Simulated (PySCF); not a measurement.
## NMR shielding calculation of CH9BOSi2

- system: CH9BOSi2, SMILES BCO[SiH2][SiH3]
- method: GIAO PBE0/6-311+G(2d,p) NMR shielding, non-relativistic, gas phase (PySCF 2.14.0)

The geometry comes from this level: PBE0-D3(BJ)/def2-SVP. Figures and captions count atoms from 1; the log counts them from 0 in places.

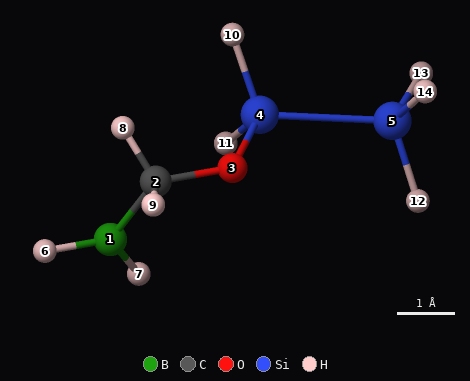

**Figure 1.** The structure as given in the input (ball-and-stick view, seen at a tilt; atoms are numbered from 1 in the order of the input). Bond lengths as drawn: B–C 1.56 Å, B–H 1.21 Å, C–H 1.11 Å, C–O 1.41 Å, H–Si 1.49 to 1.50 Å, O–Si 1.67 Å and Si–Si 2.34 Å.

## Key numbers

| quantity | value |
| --- | --- |
| outcome | converged |
| total energy | −722.203914 hartree |
| HOMO | −7.86 eV |
| LUMO | −1.57 eV |
| dipole moment | 0.86 D |
| isotropic shielding, B | 14.7 ppm |
| isotropic shielding, C | 110.3 ppm |
| isotropic shielding, O | 317.0 ppm |
| isotropic shielding, Si | 364.1 to 452.6 ppm |
| isotropic shielding, H | 23.4 to 27.9 ppm |
| hardware | 1 CPU thread, shared host |
| wall time | 25 s |
| peak memory | 0.93 GiB |

## Input file
```
{"job": {"kind": "nmr", "xc": "PBE0", "basis": "6-311+G(2d,p)", "pop": true}, "charge": 0, "multiplicity": 1}
B     -2.661613     0.290106     0.173456
C     -1.570765     1.056859    -0.627128
O     -0.244567     1.031669    -0.151825
Si     0.764687    -0.286653    -0.325405
Si     2.754732     0.253405     0.777295
H     -3.797544     0.333954    -0.240836
H     -2.416836    -0.309592     1.193563
H     -1.632584     0.777338    -1.702937
H     -1.916715     2.114152    -0.629549
H      1.001316    -0.570307    -1.780900
H      0.137875    -1.520004     0.257052
H      2.492686     0.499326     2.228021
H      3.721260    -0.881893     0.647665
H      3.365974     1.477417     0.175418
```

The first line tells a small driver script what to run in PySCF; the rest is the geometry in Å.

Launch command:
```bash
OMP_NUM_THREADS=1 python <driver script> task.json out
```

## Log
```
coarse grid: 12088 points
cycle   1  E = -722.1204832295  dE =  5.512e-02  |g| = 6.545e-01  |ddm| = 2.758e+00
cycle   2  E = -721.9499228852  dE =  1.706e-01  |g| = 1.143e+00  |ddm| = 1.197e+00
cycle   3  E = -722.1968428003  dE = -2.469e-01  |g| = 7.927e-02  |ddm| = 8.629e-01
cycle   4  E = -722.1980074207  dE = -1.165e-03  |g| = 1.836e-02  |ddm| = 6.666e-02
cycle   5  E = -722.1980850608  dE = -7.764e-05  |g| = 5.629e-03  |ddm| = 2.165e-02
cycle   6  E = -722.1980935964  dE = -8.536e-06  |g| = 1.082e-03  |ddm| = 5.750e-03
final grid: 105824 points
cycle   7  E = -722.2039000513  dE = -2.923e-05  |g| = 8.740e-03  |ddm| = 2.546e-02
cycle   8  E = -722.2038853950  dE =  1.466e-05  |g| = 1.257e-02  |ddm| = 1.101e-02
cycle   9  E = -722.2039136463  dE = -2.825e-05  |g| = 1.363e-03  |ddm| = 6.939e-03
cycle  10  E = -722.2039140364  dE = -3.900e-07  |g| = 2.224e-04  |ddm| = 1.048e-03
cycle  11  E = -722.2039140474  dE = -1.104e-08  |g| = 4.010e-05  |ddm| = 1.750e-04
cycle  12  E = -722.2039140478  dE = -4.184e-10  |g| = 8.750e-06  |ddm| = 4.578e-05
```

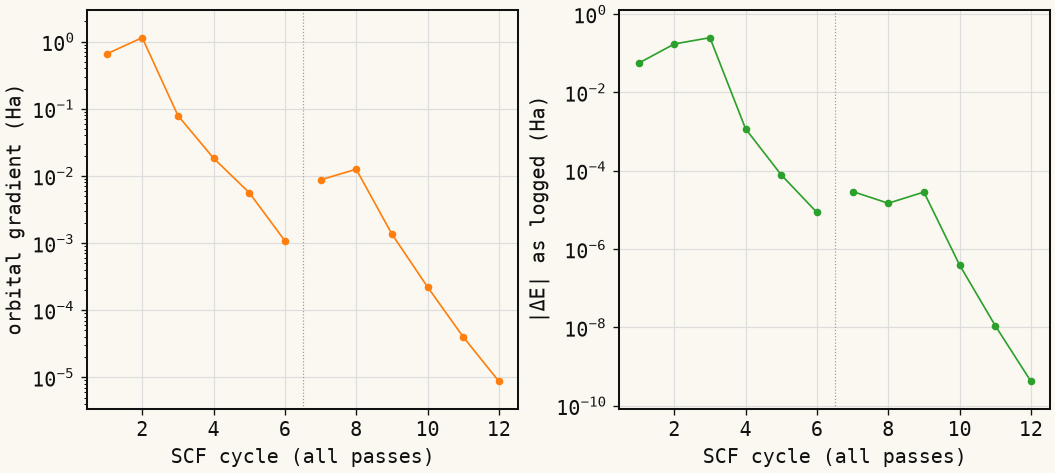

**Figure 2.** Convergence of the self-consistent field: orbital gradient and size of the energy change against the SCF cycle. The dotted line marks the change from a coarse to the final integration grid. The first 6 cycles use a coarse grid, the final grid takes over at cycle 7, and the field converges after 12 cycles in all.

```
converged SCF energy = -722.2039140478

GIAO shielding tensors (ppm)
atom      isotropic    diamagn.    paramagn.     s11        s22        s33       span
  0 B       14.657     193.598    -178.941    -65.325    -14.506    123.802    189.127
  1 C      110.300     240.377    -130.078     82.332     97.602    150.965     68.633
  2 O      316.987     391.244     -74.257    287.190    322.344    341.426     54.236
  3 Si     364.066     878.442    -514.376    281.474    342.242    468.480    187.006
  4 Si     452.641     881.023    -428.382    450.247    451.874    455.804      5.558
  5 H       23.787      29.376      -5.589     17.041     26.469     27.850     10.809
  6 H       23.447      29.267      -5.820     15.473     26.670     28.197     12.724
  7 H       26.881      28.221      -1.340     22.629     24.501     33.513     10.885
  8 H       27.017      27.959      -0.942     21.981     25.306     33.764     11.783
  9 H       26.057      29.454      -3.398     22.961     24.933     30.276      7.315
 10 H       25.848      30.221      -4.373     22.875     24.795     29.875      7.001
 11 H       27.615      28.972      -1.356     24.847     25.678     32.322      7.475
 12 H       27.869      28.415      -0.547     25.303     25.379     32.924      7.621
 13 H       27.647      28.654      -1.007     24.840     25.727     32.375      7.535
```

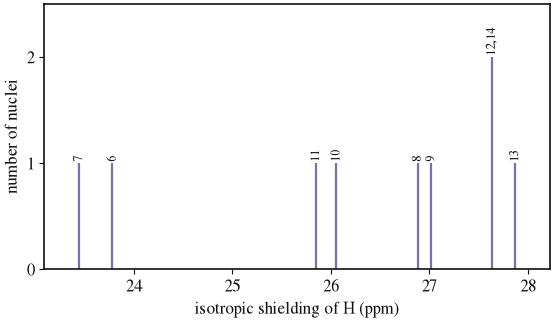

**Figure 3.** Isotropic shieldings of the hydrogen nuclei in this fixed geometry, labelled by atom number; shielding grows to the right, so chemical shift grows to the left. The least shielded is H7 (23.4 ppm), the most shielded H13 (27.9 ppm).
